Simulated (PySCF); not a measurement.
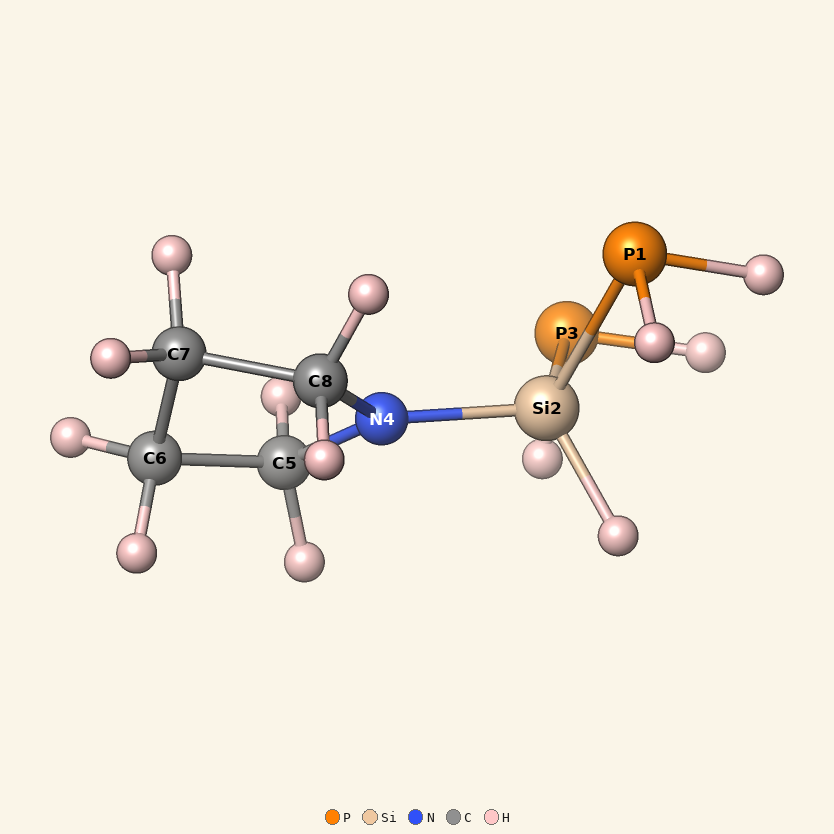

Atoms fade into the background with distance from the viewer. The geometry was computed by an optimisation with PBE0-D3(BJ)/def2-SVP. No frequency run is at hand to confirm it as a minimum.

### What is the conformation of the ring N4–C5–C6–C7–C8?

It is between envelope and twist. The Cremer–Pople amplitude Q is 0.39 Å.

### Give the torsion angles round the ring, beginning with the bond from its second to its third atom.

27°, −39°, 37°, −21°, −4°.
